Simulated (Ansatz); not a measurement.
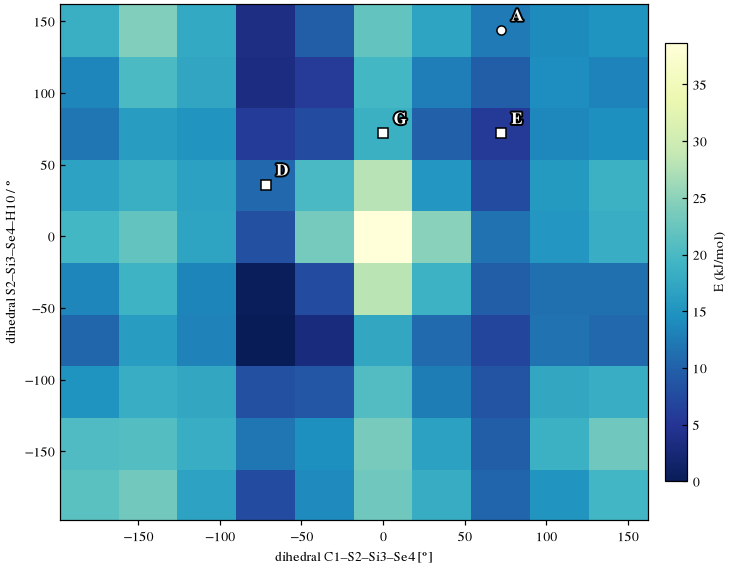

CH6SSeSi, SMILES CS[SiH2][SeH]. Coordinates scanned: (1) dihedral C1–S2–Si3–Se4; (2) dihedral S2–Si3–Se4–H10. Nothing is relaxed (all other coordinates rigid). The scan uses a 10 × 10 grid. All energies are given in kJ/mol relative to the lowest grid point. These are results of RKS PBE0-D4/def2-SVP in Ansatz 0.2.0, not measurements.

The picture shows one coloured cell a grid point, lettered points.

Is E the lowest point of the computed grid?

Answer. No. E lies 5.6 kJ/mol above the lowest grid point, which is at dihedral C1–S2–Si3–Se4 = −72°, dihedral S2–Si3–Se4–H10 = −72°. It is a local minimum.

What kind of point is each of A, D, E, G: minimum, saddle, maximum or slope?

Answer. A: saddle point; D: saddle point; E: minimum; G: saddle point. (In these two coordinates alone; a stationary point may lie a little off the grid point.)

Rank the lettered points by energy, lowest first.

Answer. E (5.6 kJ/mol), D (10.6 kJ/mol), A (12.3 kJ/mol), G (18.5 kJ/mol).
